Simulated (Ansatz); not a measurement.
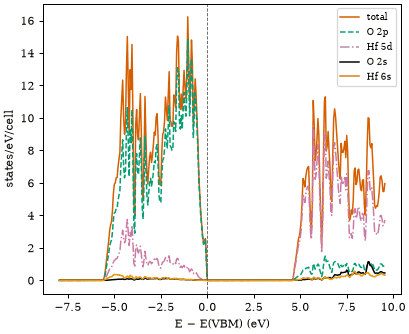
Figure: Total and projected density of states of HfO₂ in space group P2_1/c (No. 14; Hf on 4e, O on 4e, O on 4e), plane-wave PAW r²SCAN (Ansatz code)

**Question.** Which orbitals carry the states next to the gap?

**Answer.** Top 1 eV of the valence band: O 2p 93 %. Bottom 1 eV of the conduction band: Hf 5d 83 %, O 2p 11 %. Projections are on Löwdin-orthogonalised atomic valence shells; empty p or d shells of many metals are not among them.

**Question.** Where is the tallest occupied peak in this window, and what makes it?

**Answer.** Near -1.0 eV, about 16 states/eV per cell; the largest projected share is O 2p.

Symmetry was held in the r²SCAN relaxation. The run is not spin-polarised. Scalar-relativistic: spin–orbit coupling is off unless named, which matters more the heavier the elements.

Potentials: the earlier of the program's two PAW sets.
